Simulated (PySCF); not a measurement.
## Electronic structure of C$_{8}$H$_{12}$ (SMILES C#CC1CCCCC1) in real space

Input

```
{"job": {"xc": "wB97X-D", "basis": "pcSseg-1", "solvent": "chloroform", "kind": "nmr", "pop": true}, "charge": 0, "multiplicity": 1}
C      3.490676     0.328486    -0.414051
C      2.350894     0.285329    -0.051980
C      0.959196     0.222217     0.354402
C      0.115601     1.197097    -0.477012
C     -1.349955     1.122616    -0.060168
C     -1.879773    -0.299675    -0.217939
C     -1.044993    -1.272156     0.610302
C      0.421723    -1.205852     0.196150
H      4.493388     0.370253    -0.719344
H      0.894420     0.510106     1.411774
H      0.210949     0.938629    -1.534462
H      0.493992     2.213503    -0.345945
H     -1.941046     1.811012    -0.668152
H     -1.447408     1.431799     0.983787
H     -2.925081    -0.344978     0.095321
H     -1.832889    -0.588368    -1.270819
H     -1.418778    -2.290079     0.479761
H     -1.135956    -1.016755     1.669284
H      1.016636    -1.891291     0.804192
H      0.523257    -1.511214    -0.848136
```

Run with:

```sh
OMP_NUM_THREADS=1 python ens_run.py task.json out
```

Geometry: GFN2-xTB.

Theory: PySCF, wB97X-D/pcSseg-1, SCF density, in a chloroform solvent model, non-relativistic.

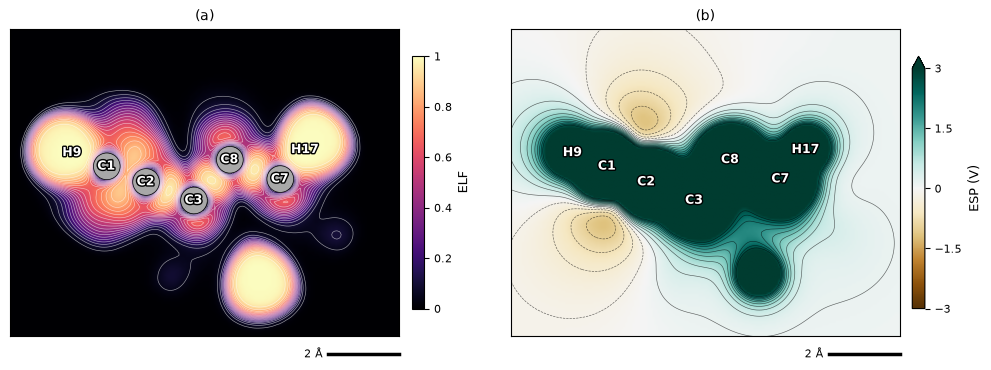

Figure 1. (a) electron localisation function; (b) electrostatic potential on the plane of atoms C3, C8 and C7. Grey discs cover the atomic cores in the ELF map.

Q: Describe what can be read from this map.

A:
- The section cuts through C and H sites.
- C–C (1.20 Å): the ELF peaks at about 0.85 between the atoms: a multiple bond.
- C–H (1.05 Å): the ELF climbs to about 1 towards the hydrogen, as it does in any bond to H; a covalent bond by its length.
- Outside the dense part of the molecule the potential is most negative (−1.2 V) near C1.

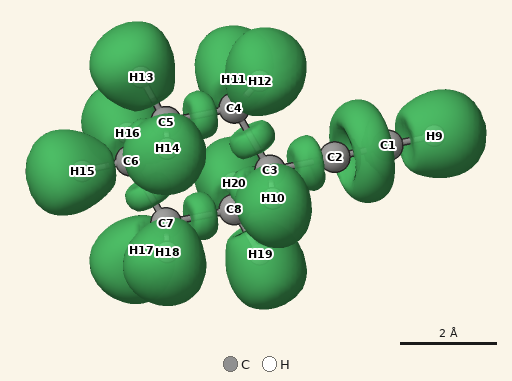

Figure 2. Isosurface of the ELF at 0.75 (green), seen at a tilt. Core shells and regions of very low density are left out.

Q: Identify the bonds, lone pairs and shells in this picture.

A: At this value the surface marks out eight regions between bonded C–C atoms (shared pairs) and twelve regions around hydrogen nuclei.

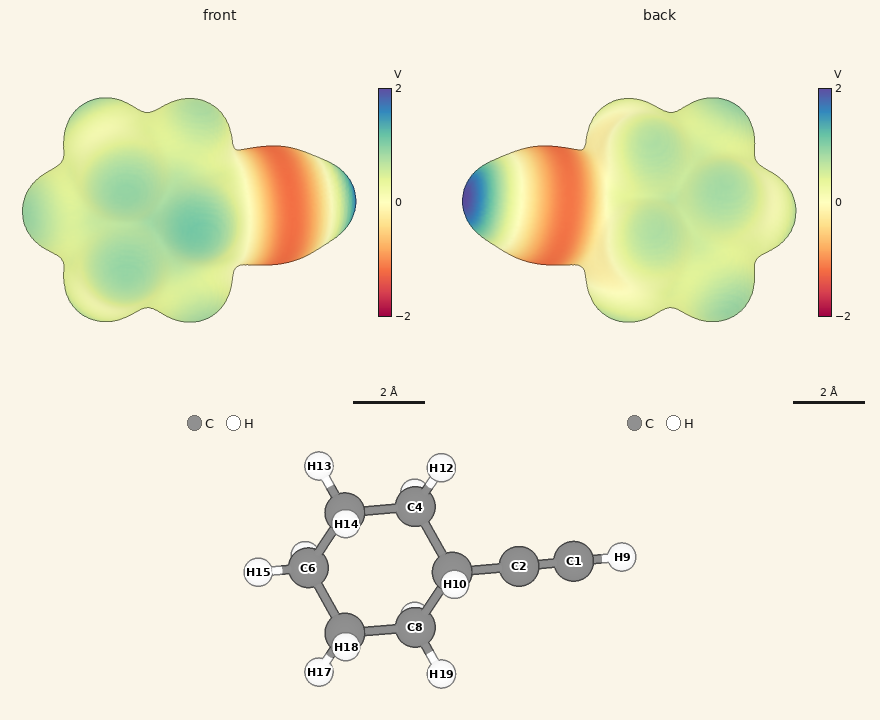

Figure 3. The electrostatic potential painted on the density surface at 0.004 e/bohr³, seen from the front and from behind; red is negative and blue positive. The bare structure is drawn below in the same view.

Q: Describe the electrostatic potential map.

A: The most negative region (about −1.2 V) lies over C1 and C2, the most positive (about +1.9 V) over H9.
